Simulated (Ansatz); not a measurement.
# How fast states decay through H3SeI, part 2 of 3

Aim: relax a made-up compound, H3SeI, and see how good a tunnel barrier it would be. It is built by putting Se for O, I for Br in the H3BrO structure of space group Cm, with the volume rescaled by atomic radii. The parent structure comes from the Materials Project.

Ansatz 0.2.0; r2SCAN DFT, plane waves, PAW files (the session's first sound run).

So far. Step 2 (Cell and atoms at rest): The largest force component on a free atom ends at 9.3e-4 eV/Å.

The structure was built from a prototype and need not be the compound's stable phase.

### Step 3. The bulk crystal and its band edges

The energy window and the wavevectors of the next steps follow from the band edges, so these are searched first, off the mesh as well.

Contents of input.yaml:

```yaml
crystal:
  lattice:
    - [3.6015319581, -3.0128049456, 0.276512231]
    - [3.6015319581, 3.0128049456, 0.276512231]
    - [-1.4469915051, 0.0, 4.4775365294]
  atoms:
    - { symbol: H, position: [0.7020259067, 0.7020259067, 0.6712519009] }
    - { symbol: H, position: [0.7020531082, 0.3330768515, 0.3022387209] }
    - { symbol: H, position: [0.3330768515, 0.7020531082, 0.3022387209] }
    - { symbol: I, position: [1.0285192001, 1.0285192001, -0.0244411305] }
    - { symbol: Se, position: [0.4929069335, 0.4929069335, 0.5112527879] }
kpoints:
  mp_grid: { grid: [6, 6, 6] }
  band_path: { path: [VBM, CBM], npoints: 30 }
scf:
  occupations: { method: fixed }
hamiltonian:
  xc: r2scan
output:
  eigenvalues: true
  write_potential: true
  write_density: true
  volumetric_format: npy
```

The run is started by

```console
$ ansatz run input.yaml --threads 2 --pin off --max-ram 4096MiB --backend cpu --events-out ev --progress --plain --runs-dir out
```

Numbers of over 12 decimals in the logs are rounded to 6 here.

The log of the run:

```text
[...]
Crystal: 5 atoms, lattice volume = 99.580 Å³
Basis set: ecut = 500 eV, 2513 PW (Γ), exchange–correlation on 144×144×144 points (64 copies of the dense FFT grid, shifted against one another)
Bands: 23, of which v1, the nominal top of the filled ones, is band 18 counted from 1 (17 counted from 0)
Symmetry: 2 space group operations
[...]
k-points: 68 of 216 (time reversal used)
[...]
SCF iter   1: F=—  HF=-13054.201722 eV  |F-HF|=—  |Δ(HF+E_count)|=         —  Δρ=3.08e-3  dr2=1.65e-2  dr2_τ=1.22e-2  ethr=1.77e-3  ⟨swp⟩=5.0  Hψ=6545  notcnv=0  defer=199
[...]
SCF iter   8: F=-13054.158812 eV  HF=-13054.158812 eV  |F-HF|=2.09e-8  |Δ(HF+E_count)|=   9.24e-9  Δρ=4.77e-6  dr2=2.89e-8  dr2_τ=3.98e-10  ethr=2.78e-10  ⟨swp⟩=9.4  Hψ=6908  notcnv=0
SCF 1 converged in 8 iterations: F = -13054.158812 eV  dr2 = 2.89e-8
[...]
NSCF: frozen V_eff on 68 k-points
[...]
SCF converged after 8 iterations
Free energy (F): -13054.158812 eV
[...]
Internal energy: -13054.158812 eV  (E = F + TS)
E sigma→0 (E₀):  -13054.158812 eV
Fermi energy:    2.396754 eV
[...]
--- Band table (eV; the first three rows and the last of 68) ---
  k-point 0: bands = [... 14 lower, -1.1492, 2.3390, 2.3528, 2.3530, 6.6660, 6.6900, 6.6924, 8.1005, ... 1 higher]
  k-point 1: bands = [... 14 lower, -1.1858, 1.8965, 2.0867, 2.2610, 6.9337, 7.0890, 7.2806, 8.3238, ... 1 higher]
  k-point 2: bands = [... 14 lower, -1.2525, 1.2033, 1.6251, 2.0562, 7.5470, 7.8892, 8.5139, 8.9732, ... 1 higher]
  k-point 67: bands = [... 14 lower, -1.6214, 0.8763, 0.8765, 1.1701, 8.6576, 8.6588, 9.6074, 10.2110, ... 1 higher]
```

Run time: 63 s. Hardware: 2 threads of Arm Neoverse V1, shared host; peak memory 0.55 GiB; 2.1 min of CPU time.

Numbers from this step:

```yaml
fermi_energy: 2.397 eV
gap_on_the_k_mesh: 4.079 eV
gap_on_path: 4.079 eV, by band count; negative where bands overlap
direct_gap_on_path: 4.080 eV
edge_places_on_path: 0, 0.8943 1/A along the path
```

Electronic bands along the path, in eV, zero at the Fermi level (highest filled level under fixed occupations); v1 is the highest filled band, c1 the lowest empty one:

```csv
point,v4,v3,v2,v1,c1,c2,c3,c4
VBM,-4.10,-0.46,-0.30,0.00,4.08,4.17,4.98,5.80
CBM,-4.11,-0.46,-0.30,0.00,4.08,4.17,4.98,5.80
```

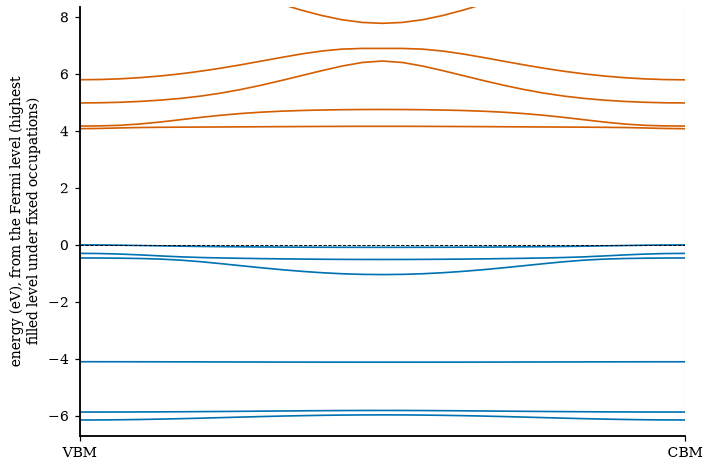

Electronic bands along the path; lines of filled and empty bands in two colours.

The searched edges give 4.08 eV, as on the mesh.

### Step 4. Decaying states in the gap, plane (100)

This step: r2SCAN DFT, plane waves, PAW files; complex bands by layer matching along the plane's normal (Ansatz 0.2.0).

The same crystal is laid in a cell whose first two vectors span the (100) plane (indices of the standard conventional cell, whose axes can be ordered otherwise than in the bulk input). At fixed energy and wavevector in the plane the solver finds all kz, real and complex. A few wavevectors are listed, (0, 0) and (-0.5, -0.5) in units of the plane's reciprocal vectors; the slowest state needn't be among them.

Contents of input.yaml:

```yaml
crystal:
  lattice:
    - [6.025609891, 0.0, 0.0]
    - [0.0, 4.705541179, 0.0]
    - [3.012804946, 0.844385881, 3.512051244]
  atoms:
    - { symbol: H, position: [0.7020259067, 0.6712519009, 0.5959481866] }
    - { symbol: H, position: [0.7020531082, 0.3022387209, 0.9648700403] }
    - { symbol: H, position: [0.3330768515, 0.3022387209, 0.9648700403] }
    - { symbol: I, position: [0.0285192001, 0.9755588695, 0.9429615998] }
    - { symbol: Se, position: [0.4929069335, 0.5112527879, 0.014186133] }
kpoints:
  mp_grid: { grid: [6, 6, 6] }
scf:
  occupations: { method: fixed }
hamiltonian:
  xc: r2scan
output:
  eigenvalues: true
  transmission:
    leads: [[0, 0]]
    kpoints: [[0.0, 0.0], [-0.5, -0.5]]
    e_range: [-1.0, 5.08]
    de: 0.12
```

The log of the run:

```text
[...]
Crystal: 5 atoms, lattice volume = 99.580 Å³
Basis set: ecut = 500 eV, 2513 PW (Γ), exchange–correlation on 180×144×144 points (64 copies of the dense FFT grid, shifted against one another)
Bands: 23, of which v1, the nominal top of the filled ones, is band 18 counted from 1 (17 counted from 0)
Symmetry: 2 space group operations
[...]
k-points: 68 of 216 (time reversal used)
[...]
SCF iter   1: F=—  HF=-13054.201726 eV  |F-HF|=—  |Δ(HF+E_count)|=         —  Δρ=3.08e-3  dr2=1.65e-2  dr2_τ=1.22e-2  ethr=1.77e-3  ⟨swp⟩=5.0  Hψ=6545  notcnv=0  defer=199
[...]
SCF iter   8: F=-13054.158812 eV  HF=-13054.158812 eV  |F-HF|=2.12e-8  |Δ(HF+E_count)|=   9.75e-9  Δρ=4.80e-6  dr2=2.93e-8  dr2_τ=4.04e-10  ethr=2.78e-10  ⟨swp⟩=9.5  Hψ=6875  notcnv=0
SCF 1 converged in 8 iterations: F = -13054.158812 eV  dr2 = 2.93e-8
[...]
transmission: 5 of 10 steps passed
transmission: 10 of 10 steps passed
SCF converged after 8 iterations
Free energy (F): -13054.158812 eV
[...]
Internal energy: -13054.158812 eV  (E = F + TS)
E sigma→0 (E₀):  -13054.158812 eV
Fermi energy:    2.396754 eV
[...]
--- Band table (eV; the first three rows and the last of 68) ---
  k-point 0: bands = [... 14 lower, -1.1492, 2.3390, 2.3528, 2.3530, 6.6660, 6.6900, 6.6924, 8.1005, ... 1 higher]
  k-point 1: bands = [... 14 lower, -1.2161, 1.5508, 2.2721, 2.2926, 6.6274, 6.8037, 7.9881, 8.5646, ... 1 higher]
  k-point 2: bands = [... 14 lower, -1.5551, 1.5199, 2.1468, 2.2326, 6.5308, 6.8325, 8.2089, 8.6474, ... 1 higher]
  k-point 67: bands = [... 14 lower, -1.7183, 1.5252, 1.9055, 2.3185, 6.5490, 7.0914, 8.1685, 8.9785, ... 1 higher]
--- Transmission ---
  basis      : 289 plane waves across, 5 finite elements along
  points     : 2, as listed
  energies   : 51 from -1.000000 to 5.000000 eV about the Fermi level, 0.120000 eV apart; the leads are filled to 2.039498 eV, and channels, transmission and decay are at 2.000000 eV
  crystal 0  : H3I1Se1, at the sites [0, 0], period 3.5121 Å: whole cells are its period
    offset         : up to 0.0000 Å between an atom of the period and one for which it stands
    channels       : 0.000000e0 a spin
    conductance    : none, the energies end too early or step too widely for 300 K: set another output.transmission.e_range or a lower de, or, where they end at an eighth of basis.ecutwfc, a higher one
    slowest decay  : 0.2281 /Å at (0.0000, 0.0000)
```

The job ended after 61 s (2 threads; peak memory 0.93 GiB).

This step gave:

```
level to which the leads are filled                       : 2.039 eV from the Fermi level
decay constant at the filling level, zone centre          : 0.2281 Å⁻¹
decay constant at the filling level, slowest listed point : 0.2281 Å⁻¹
```

K parallel (0, 0); values up to 1.5 1/Å, a degenerate pair printed once or twice; energies at which all values exceed this have no row. Im kz of the slowest decaying states against energy, zero at the highest filled level on the SCF mesh:

```csv
energy (eV),decay 1 (Å⁻¹),decay 2 (Å⁻¹),decay 3 (Å⁻¹),decay 4 (Å⁻¹)
-1.000,0.819,0.894,0.923,0.992
-0.520,0.649,0.735,0.880,1.01
-0.040,0.0294,0.0589,0.0807,0.722
0.440,0.160,0.197,0.476,0.523
1.040,0.208,0.251,0.553,0.606
1.520,0.224,0.268,0.567,0.620
2.000,0.228,0.272,0.564,0.612
2.480,0.221,0.265,0.551,0.588
2.960,0.204,0.248,0.532,0.548
3.440,0.174,0.216,0.482,0.517
4.040,0.101,0.117,0.221,0.309
4.520,0.146,0.244,0.273,0.428
5.000,0.249,0.337,0.378,0.420
```

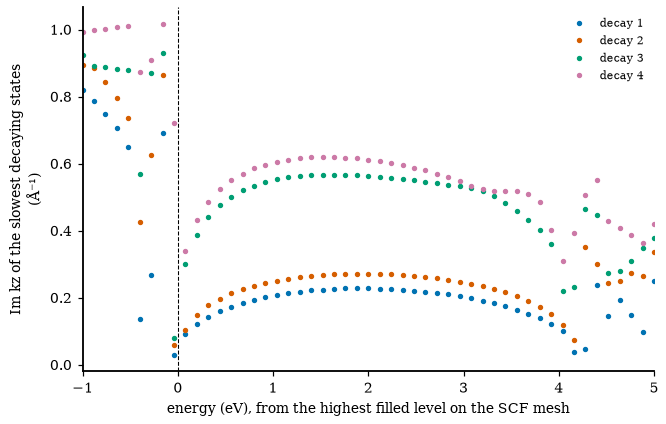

Im kz of the slowest decaying states, plotted against energy.

K parallel (-0.5, -0.5); values up to 1.5 1/Å, a degenerate pair printed once or twice; energies at which all values exceed this have no row. Im kz of the slowest decaying states against energy, zero at the highest filled level on the SCF mesh:

```csv
energy (eV),decay 1 (Å⁻¹),decay 2 (Å⁻¹),decay 3 (Å⁻¹),decay 4 (Å⁻¹)
-1.00,0.502,0.904,1.13,-
-0.04,0.331,0.557,1.07,-
1.04,0.242,0.492,0.832,0.987
2.00,0.255,0.489,0.806,0.913
2.96,0.222,0.459,0.662,0.858
4.04,0.0584,0.292,0.769,1.35
5.00,0.331,0.582,1.26,-
```

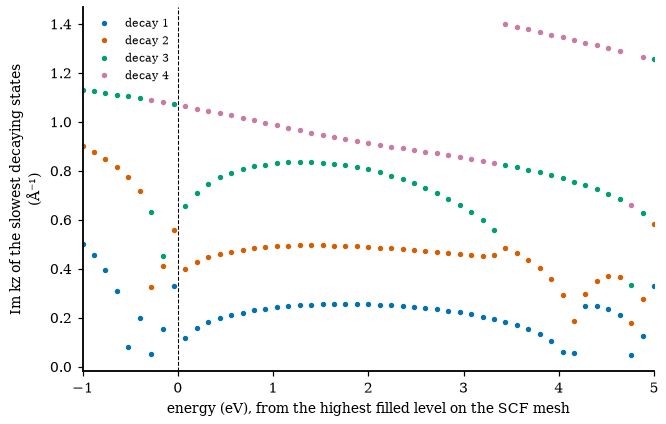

Im kz of the slowest decaying states against energy.

At the listed wavevectors the last open channel is at -0.04 eV and the next at +4.16 eV on the grid. At +2.00 eV, the grid energy nearest the filling level (the middle of the gap on the SCF mesh), the slowest state at the listed wavevectors decays with κ = 0.228 Å⁻¹, its amplitude falling by e over 4.4 Å. Through 1 nm of this crystal that state's transmission falls by exp(−2 × 0.228 Å⁻¹ × 10 Å) = 0.010.

### Step 5. Complex bands, plane (001)

The same for the (001) plane, at (0, 0), (-0.5, -0.5) and (0, -0.5), to see how the decay depends on direction.

Contents of input.yaml:

```yaml
crystal:
  lattice:
    - [4.703667197, 0.0, 0.0]
    - [0.844128135, 4.627302972, 0.0]
    - [0.844722292, 0.70456564, 4.575166587]
  atoms:
    - { symbol: H, position: [0.7020259067, 0.7020259067, 0.3287480991] }
    - { symbol: H, position: [0.3330768515, 0.7020531082, 0.6977612791] }
    - { symbol: H, position: [0.7020531082, 0.3330768515, 0.6977612791] }
    - { symbol: I, position: [0.0285192001, 0.0285192001, 0.0244411305] }
    - { symbol: Se, position: [0.4929069335, 0.4929069335, 0.4887472121] }
kpoints:
  mp_grid: { grid: [6, 6, 6] }
scf:
  occupations: { method: fixed }
hamiltonian:
  xc: r2scan
output:
  eigenvalues: true
  transmission:
    leads: [[0, 0]]
    kpoints: [[0.0, 0.0], [-0.5, -0.5], [0.0, -0.5]]
    e_range: [-1.0, 5.08]
    de: 0.12
```

The log of the run:

```text
[...]
Crystal: 5 atoms, lattice volume = 99.580 Å³
Basis set: ecut = 500 eV, 2513 PW (Γ), exchange–correlation on 144×144×144 points (64 copies of the dense FFT grid, shifted against one another)
Bands: 23, of which v1, the nominal top of the filled ones, is band 18 counted from 1 (17 counted from 0)
Symmetry: 2 space group operations
[...]
k-points: 68 of 216 (time reversal used)
[...]
SCF iter   1: F=—  HF=-13054.201723 eV  |F-HF|=—  |Δ(HF+E_count)|=         —  Δρ=3.08e-3  dr2=1.65e-2  dr2_τ=1.22e-2  ethr=1.77e-3  ⟨swp⟩=5.0  Hψ=6547  notcnv=0  defer=199
[...]
SCF iter   8: F=-13054.158812 eV  HF=-13054.158812 eV  |F-HF|=2.12e-8  |Δ(HF+E_count)|=   1.00e-8  Δρ=4.80e-6  dr2=2.92e-8  dr2_τ=4.02e-10  ethr=2.78e-10  ⟨swp⟩=9.4  Hψ=6899  notcnv=0
SCF 1 converged in 8 iterations: F = -13054.158812 eV  dr2 = 2.92e-8
[...]
transmission: 7 of 21 steps passed
transmission: 14 of 21 steps passed
transmission: 21 of 21 steps passed
SCF converged after 8 iterations
Free energy (F): -13054.158812 eV
[...]
Internal energy: -13054.158812 eV  (E = F + TS)
E sigma→0 (E₀):  -13054.158812 eV
Fermi energy:    2.396754 eV
[...]
--- Band table (eV; the first three rows and the last of 68) ---
  k-point 0: bands = [... 14 lower, -1.1492, 2.3390, 2.3528, 2.3530, 6.6660, 6.6900, 6.6924, 8.1005, ... 1 higher]
  k-point 1: bands = [... 14 lower, -1.1858, 1.8965, 2.0867, 2.2610, 6.9337, 7.0890, 7.2806, 8.3238, ... 1 higher]
  k-point 2: bands = [... 14 lower, -1.2525, 1.2033, 1.6251, 2.0562, 7.5470, 7.8892, 8.5139, 8.9732, ... 1 higher]
  k-point 67: bands = [... 14 lower, -1.6214, 0.8763, 0.8765, 1.1701, 8.6576, 8.6588, 9.6074, 10.2110, ... 1 higher]
--- Transmission ---
  basis      : 227 plane waves across, 7 finite elements along
  points     : 3, as listed
[...]
crystal 0  : H3I1Se1, at the sites [0, 0], period 4.5752 Å: whole cells are its period
[...]
channels       : 0.000000e0 a spin
[...]
slowest decay  : 0.2953 /Å at (0.0000, 0.0000)
```

Elapsed: 58 s, on 2 threads; peak memory 0.82 GiB; 1.9 min of CPU time.

This step gave:

```yaml
decay_constant_at_the_filling_level_zone_centre: 0.2953 Å⁻¹
decay_constant_at_the_filling_level_slowest_listed_point: 0.2953 Å⁻¹
```

K parallel (0, 0); values up to 1.5 1/Å, a degenerate pair printed once or twice; energies at which all values exceed this have no row. The Im kz of the slowest decaying states by energy, zero at the highest filled level on the SCF mesh:

```csv
energy (eV),decay 1 (Å⁻¹),decay 2 (Å⁻¹),decay 3 (Å⁻¹),decay 4 (Å⁻¹)
-1.000,0.0684,0.455,0.627,1.27
-0.520,0.196,0.620,1.22,1.26
-0.040,0.0145,0.0255,0.606,1.17
0.440,0.207,0.253,0.374,0.585
1.040,0.268,0.331,0.493,0.538
1.520,0.290,0.357,0.516,1.00
2.000,0.295,0.363,0.502,0.942
2.480,0.288,0.353,0.475,0.879
2.960,0.266,0.327,0.437,0.811
3.440,0.227,0.281,0.384,0.736
4.040,0.131,0.166,0.221,0.339
4.520,0.301,0.531,0.835,0.869
5.000,0.241,0.409,0.794,0.813
```

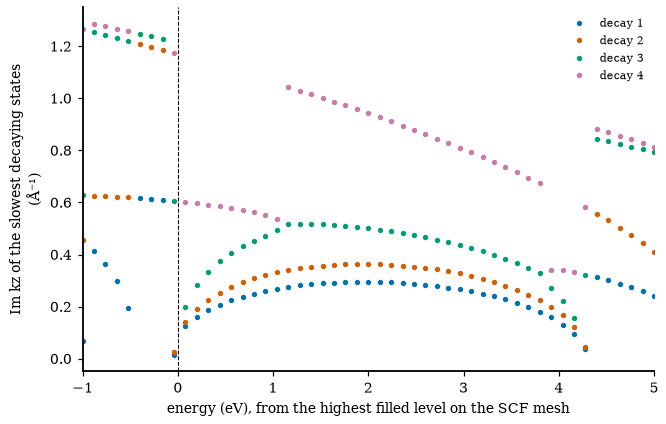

Im kz of the slowest decaying states, plotted against energy.

K parallel (-0.5, -0.5); values up to 1.5 1/Å, a degenerate pair printed once or twice; energies at which all values exceed this have no row. Im kz of the slowest decaying states against energy, zero at the highest filled level on the SCF mesh:

```csv
energy (eV),decay 1 (Å⁻¹),decay 2 (Å⁻¹),decay 3 (Å⁻¹),decay 4 (Å⁻¹)
-1.00,0.581,-,-,-
-0.04,0.170,0.271,0.562,1.47
1.04,0.272,0.309,0.412,0.520
2.00,0.313,0.322,0.431,0.472
2.96,0.276,0.295,0.369,0.436
4.04,0.0588,0.116,0.269,0.362
5.00,0.248,1.00,1.21,1.35
```

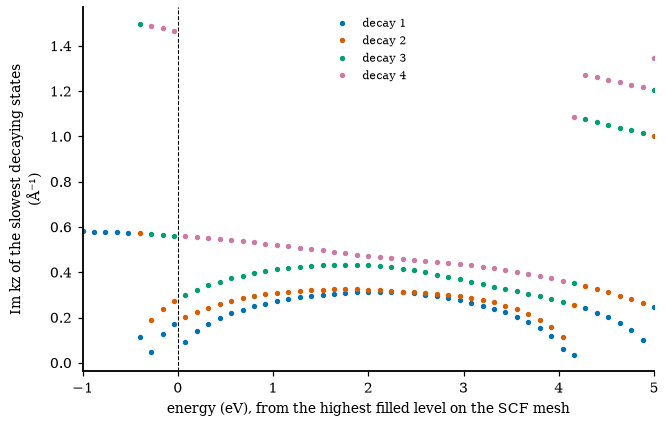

Im kz of the slowest decaying states, plotted against energy.

K parallel (0, -0.5); values up to 1.5 1/Å, a degenerate pair printed once or twice; energies at which all values exceed this have no row. The Im kz of the slowest decaying states by energy, zero at the highest filled level on the SCF mesh:

```csv
energy (eV),decay 1 (Å⁻¹),decay 2 (Å⁻¹),decay 3 (Å⁻¹),decay 4 (Å⁻¹)
-1.000,0.0626,0.608,1.02,1.05
-0.520,0.392,0.977,1.02,-
-0.040,0.191,0.451,0.566,0.933
0.440,0.280,0.527,0.602,0.890
1.040,0.354,0.544,0.614,0.839
1.520,0.379,0.531,0.613,0.799
2.000,0.385,0.503,0.607,0.760
2.480,0.362,0.389,0.461,0.596
2.960,0.323,0.375,0.406,0.582
3.440,0.265,0.307,0.362,0.564
4.040,0.0821,0.119,0.301,0.539
4.520,0.222,0.484,0.519,0.533
5.000,0.384,0.486,1.26,1.49
```

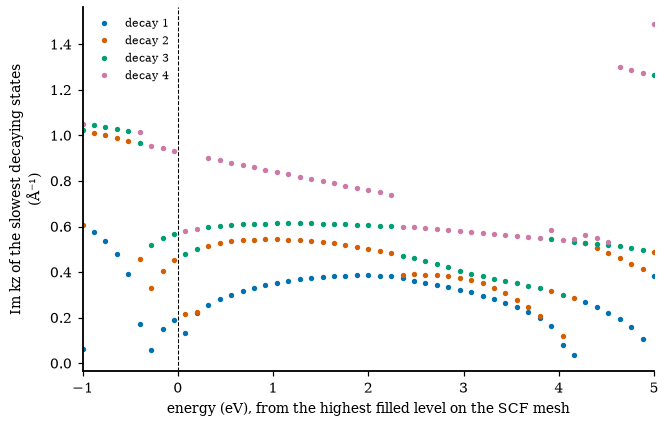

Im kz of the slowest decaying states against energy.

At the listed wavevectors the last open channel is at -0.04 eV and the next at +4.16 eV on the grid. At +2.00 eV, the grid energy nearest the filling level (the middle of the gap on the SCF mesh), the slowest state at the listed wavevectors decays with κ = 0.295 Å⁻¹, its amplitude falling by e over 3.4 Å; the first such run, plane (100), gave 0.228 Å⁻¹.

(Continued in part 3 of 3.)

[Logs are printed without paths, hosts, clocks, repeated set-up lines and the standing remarks that a program may print on its own settings, such as how far it seeks lower states.]

[Hosts, paths, dates, database ids (printed as entryN), source tags and the programs' standing remarks are cut or masked in the printed files.]
